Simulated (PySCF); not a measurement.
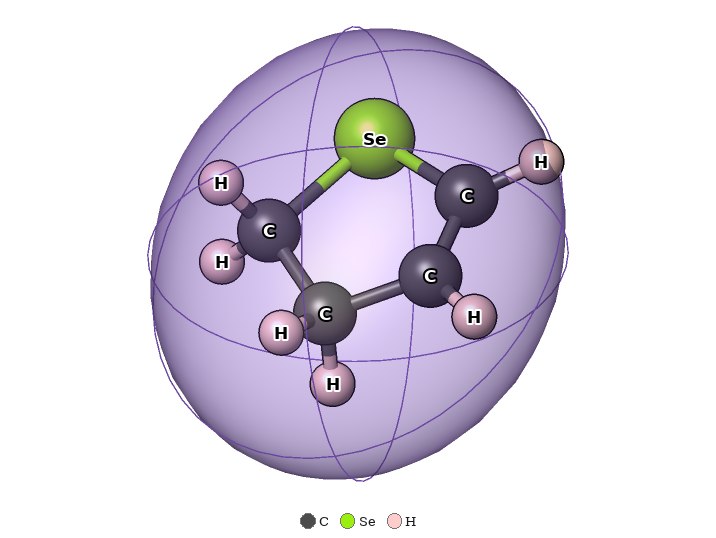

The ellipsoid shows the static dipole polarisability: its half-axes are proportional to the principal values. The computed structure is the end point of a GFN2-xTB optimisation. No frequency run is at hand to confirm it as a minimum. Level of theory: PBE0/def2-SVPD (PySCF 2.14.0).

**How large and how anisotropic is the polarisability?**

Principal values 55.7, 72.3, 88.2 bohr³; mean 72.1 bohr³ (10.68 Å³); anisotropy 28.2 bohr³, so the longest axis is 1.58 times the shortest.

The geometry is semi-empirical. Around Se such bond lengths and angles can be off by a tenth of an ångström or more and by several degrees, and values that hang on the shape move with them.
